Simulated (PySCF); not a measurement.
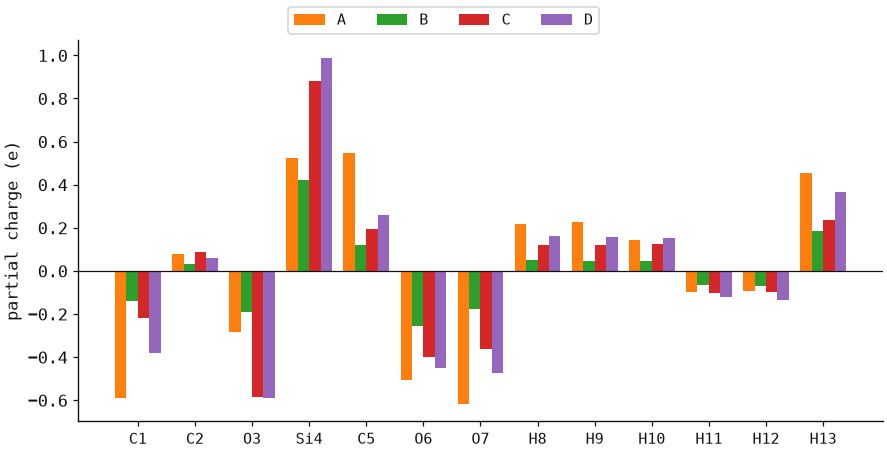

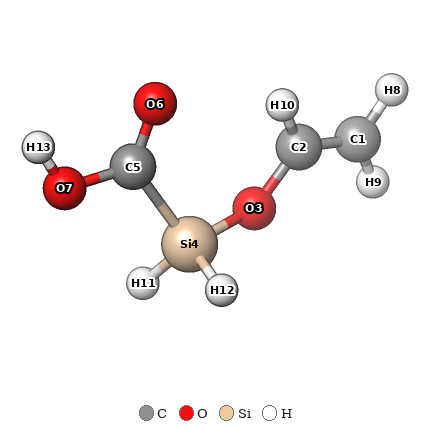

Atomic charges of C₃H₆O₃Si, SMILES C=CO[SiH2]C(=O)O by 4 schemes, PBE0/pcSseg-1 in PySCF, at a GFN2-xTB geometry (no frequency check).

Question: The schemes are ESP fit, Hirshfeld, IAO and Mulliken. Which series is which?

Answer: A: ESP fit (O7 −0.62 e); B: Hirshfeld (O7 −0.18 e); C: Mulliken (O7 −0.36 e); D: IAO (O7 −0.47 e).

Known limits of this run: the tight-binding geometry is rougher than a DFT one and adds to the error; one conformer of a flexible molecule.
